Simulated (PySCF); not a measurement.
```xyz
23

B    -2.8880    1.4002   -0.5419
C    -2.0449    0.1067   -0.2501
C    -1.3888   -0.0064    1.1395
C    -0.3058   -1.0489    0.8884
C     0.1435   -0.6857   -0.5384
C     1.2792    0.3201   -0.5040
C     1.0752    1.6003   -0.8094
C     2.6023   -0.1494   -0.1165
C     2.9505   -1.3963    0.1810
O    -1.0018   -0.1733   -1.1934
H    -3.7135    1.6966    0.2290
H    -2.7165    2.0208   -1.5131
H    -2.7693   -0.7322   -0.3275
H    -0.9326    0.9444    1.4193
H    -2.1022   -0.2988    1.9064
H     0.5125   -0.9939    1.6026
H    -0.7326   -2.0532    0.9051
H     0.4753   -1.5665   -1.1036
H     1.8738    2.3228   -0.7848
H     0.1048    1.9524   -1.1123
H     3.3563    0.6280   -0.0836
H     3.9629   -1.6429    0.4530
H     2.2551   -2.2178    0.1645
```

Geometry: GFN2-xTB.

Computed with PBE0/pcSseg-1, SCF density, gas phase, non-relativistic (PySCF).

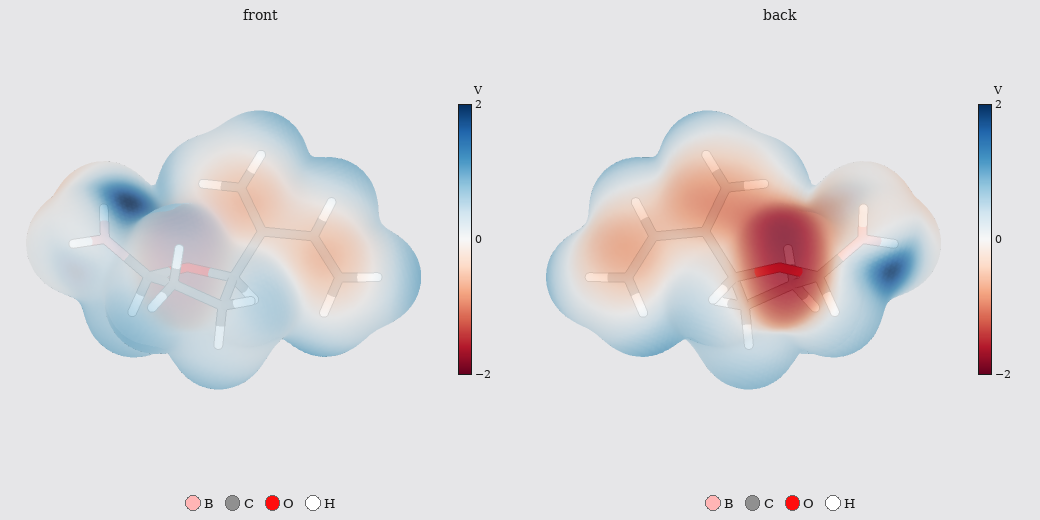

C8H13BO. The molecular electrostatic potential painted on the density surface at 0.002 e/bohr³, seen from the front and from behind; red is negative and blue positive.

Which sites attract a positive test charge, and which a negative one?

Answer. A positive charge is drawn to the negative regions and a negative charge to the positive ones. The most negative region (about −1.7 V, or −39 kcal/mol for a unit charge) lies over O10, the most positive (about +1.8 V, or +42 kcal/mol for a unit charge) over B1. O10 is the likeliest acceptor of a hydrogen bond.
